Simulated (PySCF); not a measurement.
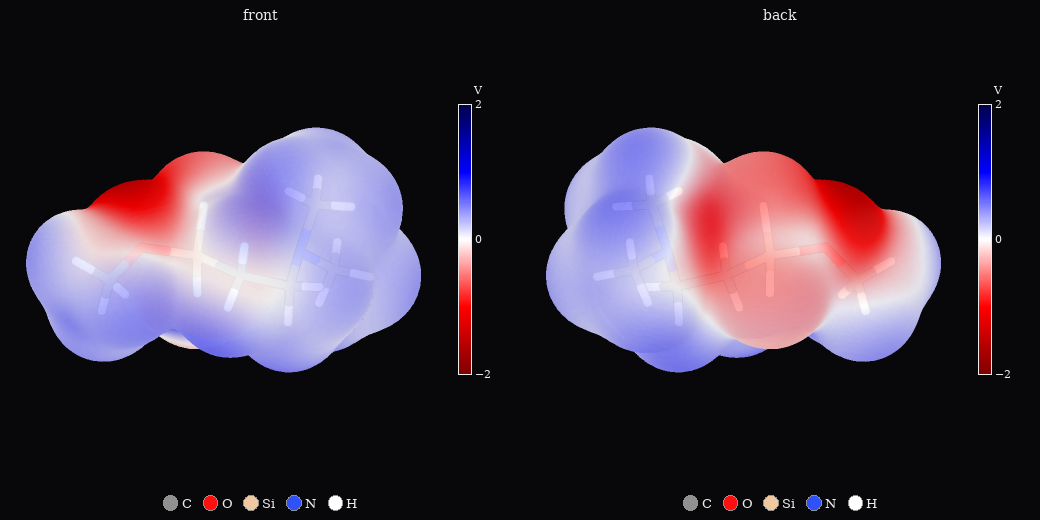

Figure 1: C5H15NOSi. The electrostatic potential painted on the density surface at 0.001 e/bohr³, seen from the front and from behind; red is negative and blue positive.

Geometry: GFN2-xTB.

Method: PBE0/pcSseg-1, SCF density, gas phase, non-relativistic in PySCF 2.14.0.

```xyz
23

C     3.8905   -0.4278    0.0866
O     2.7089   -0.7848    0.7361
Si    1.1686   -0.7754    0.1978
C     0.5963    0.9756   -0.2986
C    -0.7974    0.8738   -0.9057
N    -1.5729   -0.1186   -0.1804
C    -2.0611    0.3898    1.0824
C    -2.6535   -0.6702   -0.9680
H     4.0462   -1.0436   -0.8027
H     3.8756    0.6234   -0.2131
H     4.7172   -0.5881    0.7802
H     0.5623   -1.2956    1.4107
H     1.0246   -1.6391   -0.9805
H     1.2684    1.4412   -1.0219
H     0.5866    1.6316    0.5729
H    -0.7018    0.5222   -1.9355
H    -1.3058    1.8545   -0.9308
H    -2.5314   -0.4225    1.6348
H    -2.7974    1.2002    0.9535
H    -1.2273    0.7647    1.6691
H    -2.2470   -1.1183   -1.8732
H    -3.1498   -1.4496   -0.3909
H    -3.4045    0.0838   -1.2538
```

> Describe the electrostatic potential map.

The most negative region (about −1.5 V) lies over O2, the most positive (about +0.5 V) over the C, H and Si atoms. O2 is the likeliest acceptor of a hydrogen bond.

> What dipole moment does the calculation give?

Its dipole moment is 2.03 D.
